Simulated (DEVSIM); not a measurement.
Device: Al/La2O3/SiO2/p-Si capacitor, at 400 K.

| layer (left to right) | material | thickness (nm) | Na (cm⁻³) |
|---|---|---|---|
| 1 | La2O3 | 20.0 | - |
| 2 | SiO2 | 0.890 | - |
| 3 | Si | 1300 | 2e17 |

Metal gate on the left, work function 4.1 eV. Fixed charge at the semiconductor interface -8.4e10 cm⁻² (in units of +e); no interface traps.

The device is made up for the run: typed textbook-type constants, with dimensions and the other settings drawn at random. Values at 300 K; Nc and Nv go as T^1.5, mobilities as T to minus their exponent, the gap by Varshni's rule with the affinity fixed.

```csv
parameter,La2O3,SiO2,Si
gap (eV),5.8,9,1.124
affinity (eV),1.8,0.9,4.05
permittivity,27,3.9,11.7
Nc (cm⁻³),-,-,2.86e19
Nv (cm⁻³),-,-,3.1e19
Varshni α (eV/K),-,-,0.000473
Varshni β (K),-,-,636
```

Simulated with DEVSIM: 1D Poisson equation in equilibrium, Boltzmann statistics, complete ionisation; no quantum confinement or tunnelling. Metal contacts follow the ideal Schottky-Mott rule: no Fermi-level pinning, no interface dipoles.

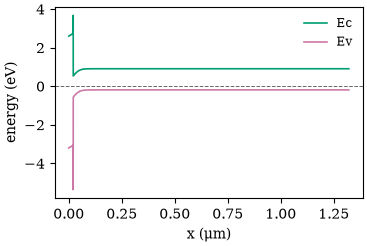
Figure: Band edges at -0.3 V on the gate

Energies count from the Fermi level of the right contact; mesh points crowd at the junctions.

```
x (μm)    Ec (eV)  Ev (eV)  n (cm⁻³)  p (cm⁻³)  field (V/cm)
--------  -------  -------  --------  --------  ------------
0.000       2.600   -3.200     < 1e2     < 1e2         69000
0.001383    2.610   -3.191     < 1e2     < 1e2         69000
0.004217    2.629   -3.171     < 1e2     < 1e2         69000
0.01033     2.671   -3.129     < 1e2     < 1e2         69000
0.01710     2.718   -3.082     < 1e2     < 1e2         69000
0.01926     2.732   -3.068     < 1e2     < 1e2         69000
0.02029     3.652   -5.348     < 1e2     < 1e2        480000
0.02110     0.533   -0.563    8.4e12    3.9e12        140000
0.02294     0.559   -0.537    3.9e12    8.2e12        140000
0.02695     0.613   -0.483    8.3e11    3.9e13        130000
0.03601     0.715   -0.381    4.3e10    7.5e14         99000
0.06780     0.887   -0.210     3.0e8    1.1e17         18000
0.1280      0.908   -0.189     1.6e8    2.0e17            75
0.2637      0.908   -0.189     1.6e8    2.0e17           ≈ 0
0.7338      0.908   -0.189     1.6e8    2.0e17           ≈ 0
1.061       0.908   -0.189     1.6e8    2.0e17           ≈ 0
1.206       0.908   -0.189     1.6e8    2.0e17           ≈ 0
1.271       0.908   -0.189     1.6e8    2.0e17           ≈ 0
1.305       0.908   -0.189     1.6e8    2.0e17           ≈ 0
1.315       0.908   -0.189     1.6e8    2.0e17           ≈ 0
1.319       0.908   -0.189     1.6e8    2.0e17           ≈ 0
1.321       0.908   -0.189     1.6e8    2.0e17           ≈ 0
```
